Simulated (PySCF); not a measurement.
# Run report: B$_{4}$NH$_{5}$, single-point calculation

The run: single-point calculation of B$_{4}$NH$_{5}$ (closo-2-NB4 (H on N)). Method and program: MP2/STO-3G, RHF (PySCF 2.14.0).

The geometry comes from this level: GFN2-xTB.

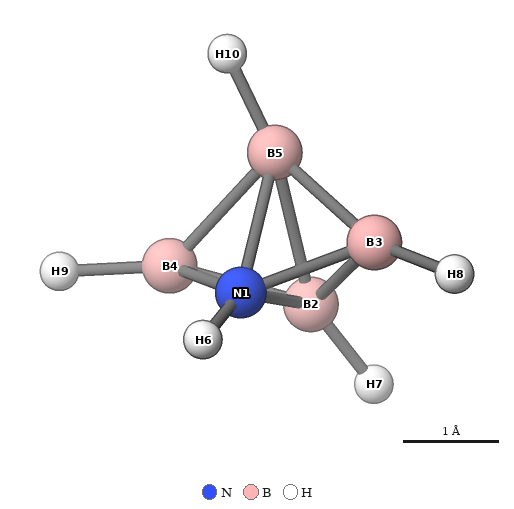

**Figure 1.** The structure (ball-and-stick view, seen at a tilt; atoms are numbered from 1 in the order of the input).

Results in brief:

| quantity | value |
| --- | --- |
| outcome | converged |
| total energy | −154.292185 hartree |
| SCF energy | −154.053793 hartree |
| correlation energy | −0.238392 hartree |
| basis functions | 30 |
| HOMO of the SCF reference | −7.59 eV |
| LUMO of the SCF reference | 6.15 eV |
| hardware | 1 thread of Arm Neoverse V1, 24 GiB of memory available, shared host |
| wall time | 1.1 s |
| peak memory | 0.12 GiB |

Input file (input.py):
```python
from pyscf import gto, mp

molecule = gto.M(
    atom='''
N        0.087610       0.468700       0.568970
B        0.595510      -0.929770      -0.155170
B        0.705390       0.683870      -0.781810
B       -0.725420      -0.789410       0.653100
B       -0.745870       0.127620      -0.820010
H        0.208350       1.107310       1.343240
H        1.625040      -1.470870      -0.137660
H        1.584230       1.419310      -1.003770
H       -1.509690      -1.022790       1.485640
H       -1.825150       0.406030      -1.152530
''',
    basis='sto-3g',
    charge=0,
    verbose=3,
    max_memory=1860,
)

calc0 = molecule.RHF()
calc0.conv_tol = 1e-10
calc0.kernel()
if not calc0.converged:
    calc0 = calc0.newton().run(calc0.mo_coeff, calc0.mo_occ)

pt = mp.MP2(calc0, frozen=5).run()
etot = pt.e_tot
print('Final energy', etot)
```

Command:
```bash
OMP_NUM_THREADS=1 python input.py
```

The program's output:
```
converged SCF energy = -154.053793423604
E(RMP2) = -154.292185434132  E_corr = -0.238392010527646
E(SCS-RMP2) = -154.29837153205  E_corr = -0.244578108446429
Final energy -154.29218543413165
```

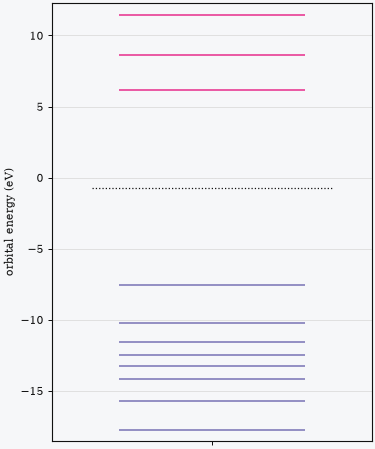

**Figure 2.** Orbital energies near the frontier (SCF reference); the dotted line parts filled from empty levels, and levels within 0.02 eV of each other stand side by side. Highest filled −7.59 eV, lowest empty 6.15 eV, 13.74 eV apart.
